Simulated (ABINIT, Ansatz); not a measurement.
# AlBO3 (R-3c): bands and cutoff in G0W0 with ABINIT, part 2 of 2

Aim: raise bands and screening cutoff together for AlBO3 (R-3c) and follow gap and time.

ABINIT 10.8.3; PBEsol and many-body steps on it, plane waves. Known limits of the many-body steps: not at the basis limit.

So far. Step 3 (Screening, 4×4×4 mesh, 53 bands, screening to 76.2 eV): Local fields lower ε∞ by 5 %. Step 4 (53 bands, 76.2 eV): The gap on the mesh goes from 5.83 eV to 8.88 eV, a correction of +3.05 eV.

## (6) 120 bands, 141.5 eV

This step: G0W0 on PBEsol, plane waves, norm-conserving pseudopotentials.

Contents of run.abi:

```
acell 3*1.0 Angstrom
rprim 
  2.231899999996 1.288588065802 4.581666666700
  -2.231899999996 1.288588065802 4.581666666700
  0.000000000000 -2.577176131604 4.581666666700
ntypat 3
znucl 13 5 8
natom 10
typat 1 1 2 2 3 3 3 3 3 3
xred 
  0.000000000000 -0.000000000000 -0.000000000000
  0.500000000000 0.500000000000 0.500000000000
  0.250000000000 0.250000000000 0.250000000000
  0.750000000000 0.750000000000 0.750000000000
  0.940980000000 0.559020000000 0.250000000000
  0.250000000000 0.940980000000 0.559020000000
  0.559020000000 0.250000000000 0.940980000000
  0.059020000000 0.440980000000 0.750000000000
  0.750000000000 0.059020000000 0.440980000000
  0.440980000000 0.750000000000 0.059020000000
pp_dirpath "pseudos"
pseudos "Al.upf, B.upf, O.upf"
ecut 36
ngkpt 4 4 4
nshiftk 1
shiftk 0 0 0
kptopt 1
chksymbreak 0
istwfk *1
occopt 1
irdwfk 1
optdriver 4
nband 120
gwcalctyp 0
ecutsigx 36
symsigma 1
nkptgw 2
kptgw 
  0.0000000000 0.0000000000 0.0000000000
  0.2500000000 0.2500000000 0.2500000000
bdgw 
  23 26
  23 26
ecuteps 5.2
irdscr 1
ppmodel 1
indata_prefix "in"
outdata_prefix "out"
tmpdata_prefix "tmp"
```

Run with:

```console
$ OMP_NUM_THREADS=1 mpirun -n 8 abinit run.abi > log
```

The program printed:

```text
.Version 10.8.3 of ABINIT. v10.8.2 released Aug 2026.

 Symmetries : space group R-3 c (#167); Bravais hR (rhombohedral)
[... echo of the input left out ...]
== DATASET  1 ==================================================================
-   mpi_nproc: 8, omp_nthreads: 1 (-1 if OMP is not activated)

--- !DatasetInfo
iteration_state: {dtset: 1, }
dimensions: {natom: 10, nkpt: 13, mband: 120, nsppol: 1, nspinor: 1, nspden: 1, mpw: 5535, }
cutoff_energies: {ecut:  36.0, pawecutdg:  -1.0, }
electrons: {nelect:   4.80000000E+01, charge:   0.00000000E+00, occopt:   1.00000000E+00, tsmear:   1.00000000E-02, }

 SIGMA: Calculation of the GW corrections

 Based on a program developped by R.W. Godby, V. Olevano, G. Onida, and L. Reining.
 Incorporated in ABINIT by V. Olevano, G.-M. Rignanese, and M. Torrent.
.Using double precision arithmetic ; gwpc =  8

[... cell and pseudopotentials left out ...]
--------------------------------------------------------------------------------

 ==== K-mesh for the wavefunctions ====
 Number of points in the irreducible wedge :    13
[... list of points left out ...]
 Together with 12 symmetry operations and time-reversal symmetry
 yields    64 points in the full Brillouin Zone.

 ==== Q-mesh for screening function ====
 Number of points in the irreducible wedge :    13
[... list of points left out ...]
 Together with 12 symmetry operations and time-reversal symmetry
 yields    64 points in the full Brillouin Zone.

 vcoul_init : cutoff-mode = AUXILIARY_FUNCTION
 q-points for optical limit:   1
     1)      0.000010    0.000020    0.000030
 setmesh: FFT mesh size selected  =    54x   54x   54
          total number of points  =       157464

 Number of electrons calculated from density =   48.0000; Expected =   48.0000
[...]
number of omega for Sigma on real axis              0
 max omega for Sigma on real axis  [eV]           0.00
 zcut for avoiding poles [eV]                     0.10

 EPSILON^-1 parameters (SCR file):
 dimension of the eps^-1 matrix on file            291
 dimension of the eps^-1 matrix used               291
 number of plane-waves for wavefunctions          5519
 number of bands                                   120
 number of q-points in IBZ                          13
 number of frequencies                               2
 number of real frequencies                          1
 number of imag frequencies                          1

 matrix elements of self-energy operator (all in [eV])

 Perturbative Calculation

--- !SelfEnergy_ee
iteration_state: {dtset: 1, }
kpoint     : [   0.000,    0.000,    0.000, ]
spin       : 1
KS_gap     :    6.058
QP_gap     :    8.802
Delta_QP_KS:    2.743
data: !SigmaeeData |
     Band     E0 <VxcDFT>   SigX SigC(E0)      Z dSigC/dE  Sig(E)    E-E0       E
       23   4.926 -20.480 -26.336   4.653   0.816  -0.226 -21.461  -0.981   3.945
       24   4.926 -20.480 -26.336   4.653   0.816  -0.226 -21.461  -0.981   3.945
       25  10.984 -12.929  -7.175  -3.677   0.849  -0.178 -11.166   1.762  12.747
[...]
--- !SelfEnergy_ee
iteration_state: {dtset: 1, }
kpoint     : [   0.250,    0.250,    0.250, ]
spin       : 1
KS_gap     :    6.027
QP_gap     :    8.652
Delta_QP_KS:    2.625
data: !SigmaeeData |
     Band     E0 <VxcDFT>   SigX SigC(E0)      Z dSigC/dE  Sig(E)    E-E0       E
[...]
25  10.754 -11.869  -6.133  -3.848   0.855  -0.170 -10.256   1.613  12.367
       26  12.448 -15.211  -9.690  -3.519   0.845  -0.183 -13.520   1.691  14.139

== END DATASET(S) ==============================================================
================================================================================

 -outvars: echo values of variables after computation  --------
           etotal      0.0000000000E+00
            nband         120
             nkpt          13
          spgroup         167
 [... the other variables as echoed above ...]

 Calculation completed.
```

The job ended after 14 s (8 MPI ranks of Arm Neoverse V1, shared host; peak memory 3 GiB).

This step gave:

* G0W0 gap on the points computed: 8.422 eV
* starting gap on the mesh: 5.828 eV
* k of the valence top: 0, 0, 0
* k of the conduction bottom: 0.25, 0.25, 0.25
* Z at the valence top: 0.816
* Z at the conduction bottom: 0.855
* least direct G0W0 gap on the computed points: 8.652 eV

Against G0W0 in ABINIT (4×4×4 mesh, 53 bands, screening to 76.2 eV, Godby-Needs plasmon pole), the gap moves by −0.454 eV.

## (7) Screening, 4×4×4 mesh, 259 bands, screening to 217.7 eV

This step: RPA screening on PBEsol, plane waves, norm-conserving pseudopotentials.

Changes to run.abi since step 6:

```diff
@@ -31,17 +31,8 @@
 irdwfk 1
-optdriver 4
-nband 120
-gwcalctyp 0
-ecutsigx 36
-symsigma 1
-nkptgw 2
-kptgw 
-  0.0000000000 0.0000000000 0.0000000000
-  0.2500000000 0.2500000000 0.2500000000
-bdgw 
-  23 26
-  23 26
-ecuteps 5.2
-irdscr 1
-ppmodel 1
+optdriver 3
+nband 259
+ecuteps 8
+inclvkb 2
+awtr 1
+symchi 1
 indata_prefix "in"
```

The program printed:

```text
.Version 10.8.3 of ABINIT. v10.8.2 released Aug 2026.

 Symmetries : space group R-3 c (#167); Bravais hR (rhombohedral)
[... echo of the input left out ...]
== DATASET  1 ==================================================================
-   mpi_nproc: 8, omp_nthreads: 1 (-1 if OMP is not activated)

--- !DatasetInfo
iteration_state: {dtset: 1, }
dimensions: {natom: 10, nkpt: 13, mband: 259, nsppol: 1, nspinor: 1, nspden: 1, mpw: 5535, }
cutoff_energies: {ecut:  36.0, pawecutdg:  -1.0, }
[...]
--------------------------------------------------------------------------------
[... chi0 elements left out ...]
 For q-point:  0.000010 0.000020 0.000030
  dielectric constant =   3.0371
  dielectric constant without local fields =   3.3114

  Average fulfillment of the sum rule on Im[epsilon] for q-point    1 :     77.86  [%]
[... wings left out ...]
  q-point number  2        q = ( 0.250000, 0.000000, 0.000000) [r.l.u.]
--------------------------------------------------------------------------------
[... chi0 elements left out ...]
  Average fulfillment of the sum rule on Im[epsilon] for q-point    2 :     84.07  [%]

 [... 11 further q-points ...]
```

The job ended after 13 min (8 MPI ranks; peak memory 7.1 GiB).

This step gave:

```
ε∞ with local fields, on this mesh, along the program's q direction : 3.037
the same without local fields                                       : 3.311
plasma frequency                                                    : 28.93 eV
plane waves in the screening matrix                                 : 587
```

## (8) 259 bands, 217.7 eV

This step: G0W0 on PBEsol, plane waves, norm-conserving pseudopotentials.

Changes to run.abi since step 7:

```diff
@@ -31,8 +31,17 @@
 irdwfk 1
-optdriver 3
+optdriver 4
 nband 259
+gwcalctyp 0
+ecutsigx 36
+symsigma 1
+nkptgw 2
+kptgw 
+  0.0000000000 0.0000000000 0.0000000000
+  0.2500000000 0.2500000000 0.2500000000
+bdgw 
+  23 26
+  23 26
 ecuteps 8
-inclvkb 2
-awtr 1
-symchi 1
+irdscr 1
+ppmodel 1
 indata_prefix "in"
```

The program printed:

```text
.Version 10.8.3 of ABINIT. v10.8.2 released Aug 2026.

 Symmetries : space group R-3 c (#167); Bravais hR (rhombohedral)
[... echo of the input left out ...]
== DATASET  1 ==================================================================
-   mpi_nproc: 8, omp_nthreads: 1 (-1 if OMP is not activated)

--- !DatasetInfo
iteration_state: {dtset: 1, }
dimensions: {natom: 10, nkpt: 13, mband: 259, nsppol: 1, nspinor: 1, nspden: 1, mpw: 5535, }
cutoff_energies: {ecut:  36.0, pawecutdg:  -1.0, }
[...]
Band     E0 <VxcDFT>   SigX SigC(E0)      Z dSigC/dE  Sig(E)    E-E0       E
[...]
25  10.754 -11.869  -6.133  -4.166   0.853  -0.173 -10.531   1.338  12.092
       26  12.448 -15.211  -9.690  -3.845   0.841  -0.189 -13.801   1.409  13.858

== END DATASET(S) ==============================================================
================================================================================

 -outvars: echo values of variables after computation  --------
           etotal      0.0000000000E+00
            nband         259
             nkpt          13
          spgroup         167
 [... the other variables as echoed above ...]

 Calculation completed.
```

The job ended after 78 s (8 MPI ranks; peak memory 6.6 GiB; 10 min of CPU time).

This step gave:

```
G0W0 gap on the points computed              : 8.467 eV
starting gap on the mesh                     : 5.828 eV
k of the valence top                         : 0, 0, 0
k of the conduction bottom                   : 0.25, 0.25, 0.25
least direct G0W0 gap on the computed points : 8.694 eV
```

Against G0W0 in ABINIT (4×4×4 mesh, 120 bands, screening to 141.5 eV, Godby-Needs plasmon pole), the gap moves by +0.045 eV.

## (9) The runs together

Times are wall times on 8 MPI ranks of Arm Neoverse V1, shared host, good to a factor of about two. A run's time includes the screening step that it read.

```
                run   mesh  bands  screening cutoff (eV)  DFT gap (eV)  gap on the mesh (eV)  direct (eV)  ε∞ used     time
  53 bands, 76.2 eV  4×4×4     53                   76.2         5.828                 8.876        9.102     3.02     52 s
120 bands, 141.5 eV  4×4×4    120                  141.5         5.828                 8.422        8.652     3.04  3.7 min
259 bands, 217.7 eV  4×4×4    259                  217.7         5.828                 8.467        8.694     3.04   15 min
```

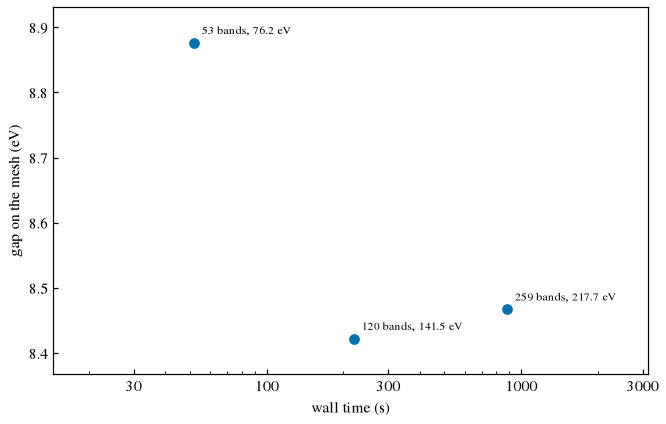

Result against wall time.

## (10) Summary of results

```json
{
 "53 bands, 76.2 eV": "8.876 eV",
 "120 bands, 141.5 eV": "8.422 eV",
 "259 bands, 217.7 eV": "8.467 eV",
 "known limits": "not at the basis limit"
}
```

**Reading.** From the first rung to the last the gap moves by −0.41 eV for 17 times the time. The gap turns back along the series, so no limit is drawn from it. In the G0W0 runs levels were corrected at 2 k points alone, so a gap called «on the mesh» is the least over those, and an edge elsewhere would be missed.

[Paths, hosts, dates, memory and timing lines, banners, echoed tables and standing remarks are left out of the program output.]

[Logs are printed without paths, hosts, clocks, repeated set-up lines and the standing remarks that a program may print on its own settings, such as how far it seeks lower states.]

[Runs of the session that timed out or met a known fault of the program may be left out.]

[Hosts, paths, dates, database ids (printed as entryN), source tags and the programs' standing remarks are cut or masked in the printed files.]

[G0W0 gaps are taken among the corrected bands and points alone; a level outside them can change the order at an edge.]

[Where Ansatz stands beside ABINIT at settings called matched, ABINIT's density can come from a denser mesh and the files from another edition; pairs whose starting gaps differed by over 0.03 eV were left out, so agreement reads better than it is.]
